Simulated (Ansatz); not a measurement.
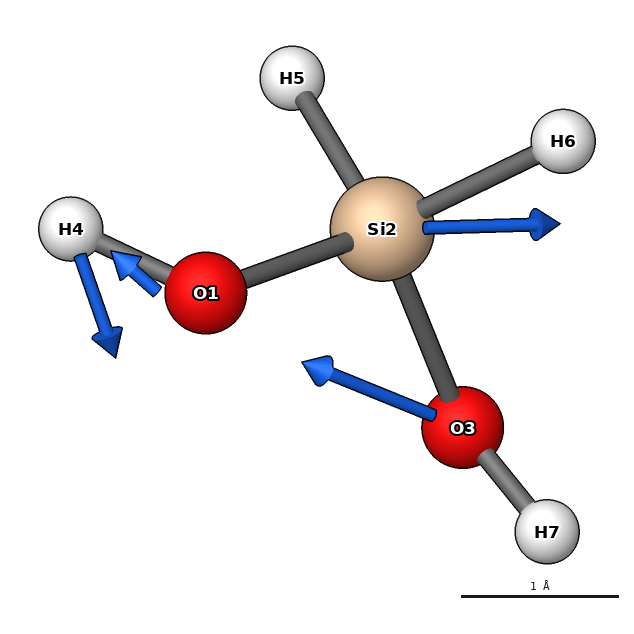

Arrows show the forces on the atoms, 6 Å of arrow for 1 eV/Å; forces under a tenth of the largest aren't drawn. Level of theory: PBE0-D4/def2-TZVP (Ansatz 0.2.0).

> Which bond do the forces act along most?

Si2–O3, now 1.642 Å: the forces pull its atoms together, so a first step downhill shortens it.

List the force components in the frame of the picture (x right, y up, z towards the viewer), in eV/Å.

```json
{"atom": "O1", "Fx": "−0.05", "Fy": "0.04", "Fz": "0.01"}
{"atom": "Si2", "Fx": "0.15", "Fy": "0.00", "Fz": "−0.07"}
{"atom": "O3", "Fx": "−0.14", "Fy": "0.06", "Fz": "0.09"}
{"atom": "H4", "Fx": "0.04", "Fy": "−0.11", "Fz": "−0.03"}
{"atom": "H5", "Fx": "0.00", "Fy": "0.00", "Fz": "0.00"}
{"atom": "H6", "Fx": "0.00", "Fy": "0.00", "Fz": "0.00"}
{"atom": "H7", "Fx": "0.00", "Fy": "0.00", "Fz": "0.00"}
```
